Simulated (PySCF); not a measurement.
C7H11OP (SMILES Cc1pcoc1C(C)C)

```yaml
atoms:
  - { symbol: C, position_ang: [2.1932, -1.2175, -0.4787] }
  - { symbol: C, position_ang: [1.6421, 0.1352, -0.1556] }
  - { symbol: P, position_ang: [2.6351, 1.6009, 0.0202] }
  - { symbol: C, position_ang: [1.1888, 2.4453, 0.3433] }
  - { symbol: O, position_ang: [0.0705, 1.7157, 0.3248] }
  - { symbol: C, position_ang: [0.3245, 0.4273, 0.0463] }
  - { symbol: C, position_ang: [-0.8600, -0.4927, -0.0018] }
  - { symbol: C, position_ang: [-1.8282, -0.0384, -1.0966] }
  - { symbol: C, position_ang: [-1.5548, -0.5194, 1.3618] }
  - { symbol: H, position_ang: [3.2740, -1.1620, -0.5861] }
  - { symbol: H, position_ang: [1.7729, -1.5943, -1.4111] }
  - { symbol: H, position_ang: [1.9608, -1.9305, 0.3123] }
  - { symbol: H, position_ang: [1.0529, 3.4901, 0.5609] }
  - { symbol: H, position_ang: [-0.4973, -1.4968, -0.2383] }
  - { symbol: H, position_ang: [-2.6796, -0.7129, -1.1502] }
  - { symbol: H, position_ang: [-2.1903, 0.9645, -0.8832] }
  - { symbol: H, position_ang: [-1.3308, -0.0288, -2.0642] }
  - { symbol: H, position_ang: [-2.4027, -1.1999, 1.3392] }
  - { symbol: H, position_ang: [-0.8641, -0.8500, 2.1346] }
  - { symbol: H, position_ang: [-1.9121, 0.4748, 1.6193] }
```

Geometry: GFN2-xTB.

These are results of PBE0/pcSseg-1, SCF density, gas phase, non-relativistic in PySCF, not measurements.

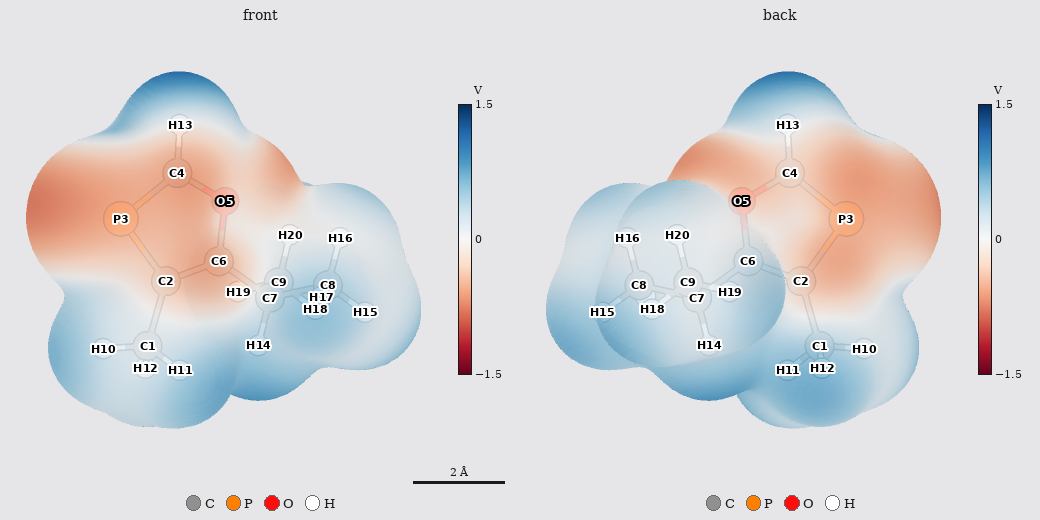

Figure 1. The molecular electrostatic potential painted on the density surface at 0.002 e/bohr³, seen from the front and from behind; the colour scale runs from red (negative) to blue (positive).

> Which sites attract a positive test charge, and which a negative one?

A positive charge is drawn to the negative regions and a negative charge to the positive ones. The most negative region (about −0.8 V, or −18 kcal/mol for a unit charge) lies over P3, the most positive (about +1.0 V, or +23 kcal/mol for a unit charge) over H13.

> How polar is the molecule by this calculation?

Its dipole moment is 1.89 D.

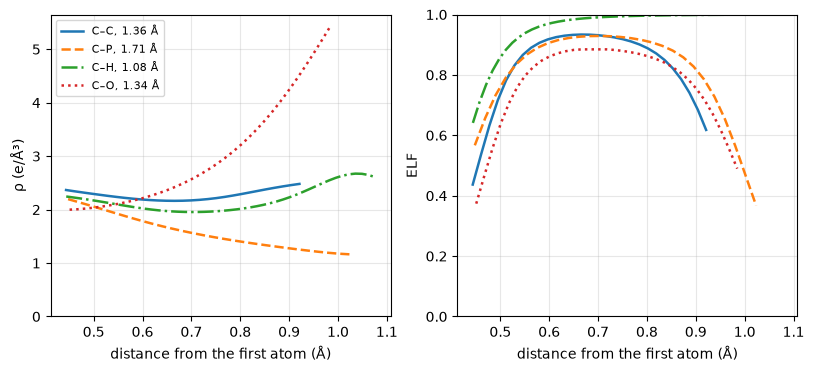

Figure 2. Electron density and ELF along straight lines between neighbouring atoms. The curves leave out the atomic cores.

> What can be read from the curves?

C–C (1.36 Å): ρ at the midpoint is about 2.2 e/Å³; the ELF peaks at about 0.95 between the atoms; a covalent bond.
C–P (1.71 Å): the density is about 1.3 e/Å³ at the midpoint; the ELF peaks at about 0.95 between the atoms, as expected for localised, covalent bonding.
C–H (1.08 Å): ρ is about 2.1 e/Å³ halfway; the ELF climbs to about 1 towards the hydrogen, as it does in any bond to H: an ordinary covalent bond to hydrogen.
C–O (1.34 Å): ρ at the midpoint is about 2.4 e/Å³; the ELF peaks at about 0.90 between the atoms; a polar covalent bond.
